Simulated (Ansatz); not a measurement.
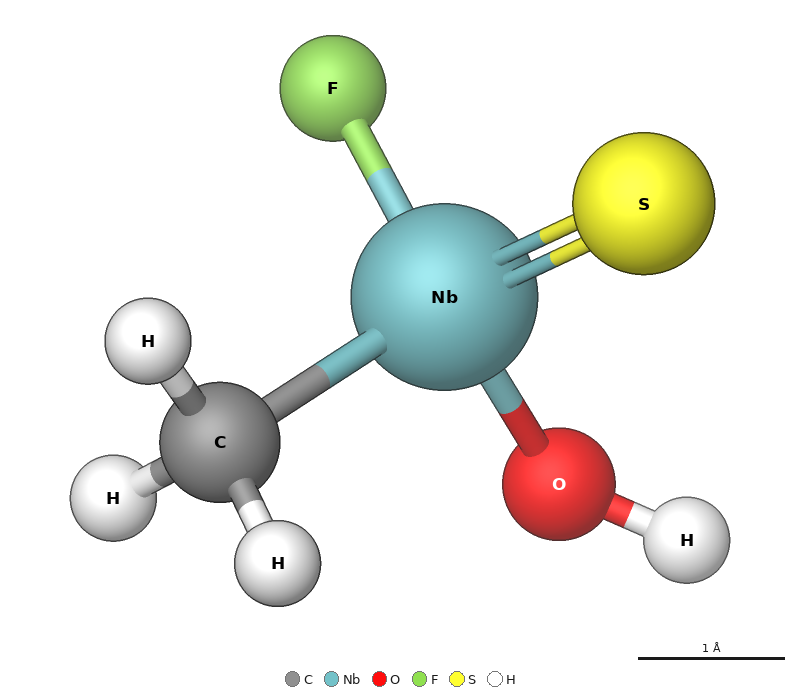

Double and triple bonds are drawn as two and three sticks.

Charge 0, singlet.

**Give the formula.**

CH₄FNbOS, 9 atoms: 1 carbon, 4 hydrogen, 1 fluorine, 1 niobium, 1 oxygen and 1 sulfur.

**How many bonds of each kind are drawn?**

3 C–H, 1 C–Nb, 1 Nb–O, 1 F–Nb, 1 Nb–S, 1 O–H.

**How many sets of symmetry-equivalent atoms are there?**

9: 1 C, 1 Nb, 1 O, 1 F, 1 S, 1 H, 1 H, 1 H, 1 H.

**Give the symmetry (Schoenflies symbol).**

C1.

**Give a SMILES string for it.**

[CH3][Nb@@]([OH])([F])=[S]

More results for the same structure follow; atom numbers are the same in all pictures, views and colours differ. Computed geometry: PBE0-D4/def2-TZVP optimisation.

### Levels of theory compared

Program: Ansatz 0.2.0.

Compare HOMO–LUMO gap (eV), HOMO energy (eV) at these levels: B3LYP-D4/def2-TZVPP; HSE06-D4/def2-TZVPP; PBE0-D4/def2-TZVPP; SPW92 (LDA)/def2-TZVPP; r2SCAN-D4/def2-TZVPP; revPBE-D4/def2-TZVPP.

```
                 level  HOMO–LUMO gap (eV)  HOMO energy (eV)
   B3LYP-D4/def2-TZVPP                5.23             −7.57
   HSE06-D4/def2-TZVPP                4.91             −7.42
    PBE0-D4/def2-TZVPP                5.69             −7.82
SPW92 (LDA)/def2-TZVPP                3.65             −6.81
  r2SCAN-D4/def2-TZVPP                4.06             −6.90
  revPBE-D4/def2-TZVPP                3.70             −6.57
```

### Dipole moment

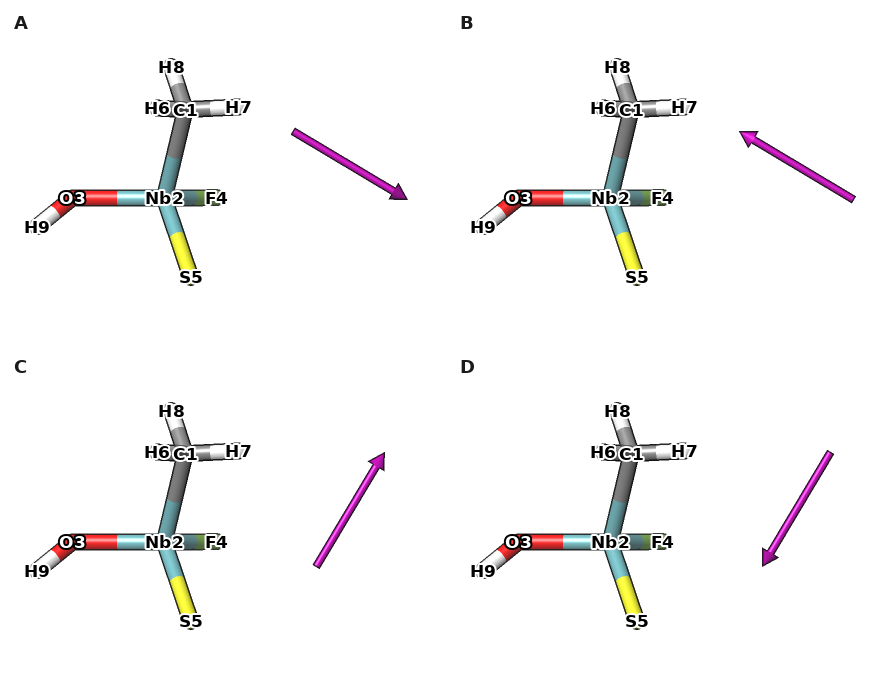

The same molecule four times, each with an arrow. Level of theory: RKS PBE-D4/def2-TZVPP, core potentials on Nb (Ansatz 0.2.0).

**Which arrow points along the dipole moment, from the negative to the positive end?**

B. The dipole moment is 2.52 D; it points from the side of S5 to the side of H9 (the outermost atoms at the two ends).

### Vibrations

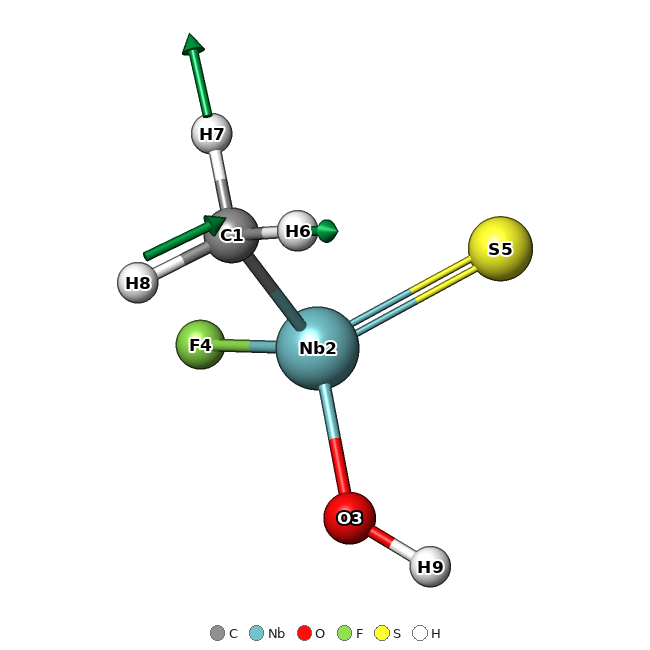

The arrows show one normal mode. Harmonic vibrations computed with RKS PBE0-D4/def2-TZVP, core potentials on Nb (Ansatz 0.2.0) at a stationary point of the same level.

**Describe the motion.**

Mostly out-of-phase stretching of 3 C–H bonds.

**Estimate its harmonic wavenumber.**

3117 cm⁻¹; it is mode 19 of 21 counted from the lowest.

### Charges

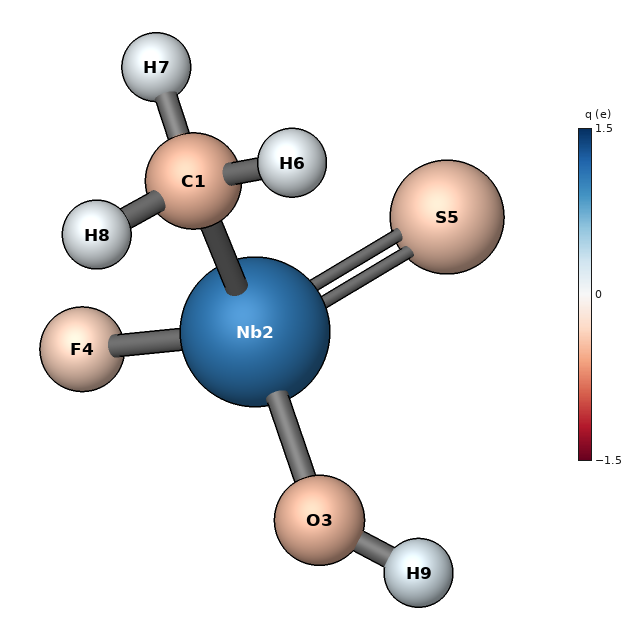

Atoms are coloured by their Mulliken charges. Properties computed with RKS PBE-D4/def2-TZVPP, core potentials on Nb (Ansatz 0.2.0).

List the Mulliken charges.

```tsv
atom	value (e)
C1	−0.47
Nb2	1.07
O3	−0.45
F4	−0.34
S5	−0.40
H6	0.12
H7	0.12
H8	0.11
H9	0.22
```

Mulliken values depend strongly on the basis set and can even reverse the polarity of a bond.
